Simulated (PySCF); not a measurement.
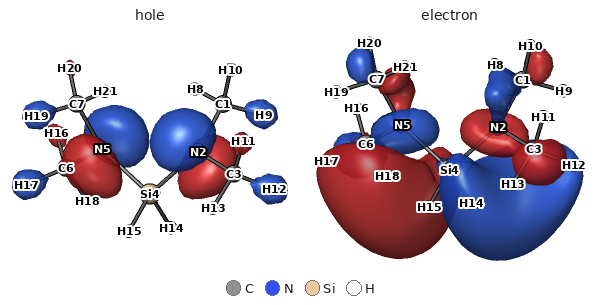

*C4H14N2Si, SMILES `CN(C)[SiH2]N(C)C`. Leading natural transition orbital pair of S₁ (TDA singlet states); the surfaces enclose about 70 % of each orbital's density.*

PySCF calculation, CAM-B3LYP/6-31G*, gas phase; geometry: GFN2-xTB. No frequency check shows the geometry to be a minimum. Without diffuse functions Rydberg states are missing, so the states' numbers hold for this basis only.

Question: Give its energy and the atoms that hole and electron lie on.

Answer: 6.56 eV (189 nm), f = 0.043; the leading pair carries 93 %; hole on N2 and N5 (29 % each) and Si4 (8 %), electron on Si4 (39 %), N2 and N5 (6 % each) and H14 and H15 (6 % each); their centroids lie 1.2 Å apart; S₂ lies within 0.1 eV of it. In canonical orbitals it is mainly HOMO → LUMO (92 %). The HOMO–LUMO gap is 9.89 eV.
